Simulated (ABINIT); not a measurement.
## How far to go with the k-point mesh: K (Im-3m, 1 atom in the cell)

```
K
1.0
   -2.65320     2.65320     2.65320
    2.65320    -2.65320     2.65320
    2.65320     2.65320    -2.65320
K
1
Direct
  0.00000   0.00000   0.00000
```

Method: PBE, PAW (JTH v2.0 PBE PAW) (plane waves; ABINIT 10.0.3).

Base settings: pseudos = [K.GGA_PBE-JTH.xml]; ecut = 21 Ha; pawecutdg = 42 Ha; occopt = 3; tsmear = 0.1 eV; ngkpt = 5 5 5; nshiftk = 1; shiftk = 0 0 0; potentials = JTH v2.0 PBE PAW; nband = 10.

Only quantities that move along the ladder and can be compared are tabulated.

These are the values that this program gave, and no reference: the one-centre exchange-correlation terms come from a truncated expansion.

The count of work is k-points × plane waves × bands × iterations; it is no time. Core times come from one kind of shared machine, to one figure; runs under 30 s give none.

The starting cell has typed, rounded lattice constants, without a prior relaxation at this level. Its lattice was rescaled by up to half a per cent.

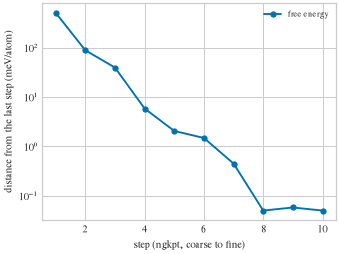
*Distance from the last step along the ladder; very small values are drawn at a floor.*

| ngkpt | free energy less the last step's (meV/atom) | pressure (GPa) | count of work / last | core time / last (rough) |
|---|---|---|---|---|
| 2 2 2 | 507.20 | 0.31 | 0.0049 | – |
| 3 3 3 | -88.11 | -0.16 | 0.013 | – |
| 4 4 4 | 39.32 | 0.04 | 0.023 | – |
| 5 5 5 | -5.82 | -0.05 | 0.035 | – |
| 7 7 7 | -2.05 | -0.05 | 0.075 | 0.2 |
| 9 9 9 | -1.47 | -0.05 | 0.12 | 0.2 |
| 11 11 11 | -0.45 | -0.04 | 0.15 | 0.2 |
| 13 13 13 | 0.02 | -0.04 | 0.23 | 0.3 |
| 15 15 15 | 0.06 | -0.04 | 0.35 | 0.5 |
| 19 19 19 | 0.01 | -0.04 | 0.73 | 1 |
| 23 23 23 | 0.00 | -0.04 | 1.0 | 1 |

Coarsest ngkpt that holds the pressure within 0.05 GPa of the last step, with all finer ones: 5 5 5, at 0.035 of the last step's count of work; the step before is off by 0.08 GPa.

Coarsest ngkpt that holds the free energy within 5 meV/atom of the last step, with all finer ones: 7 7 7, at 0.075 of the last step's count of work and about 0.2 of the last step's time; the step before is off by 5.8 meV/atom.
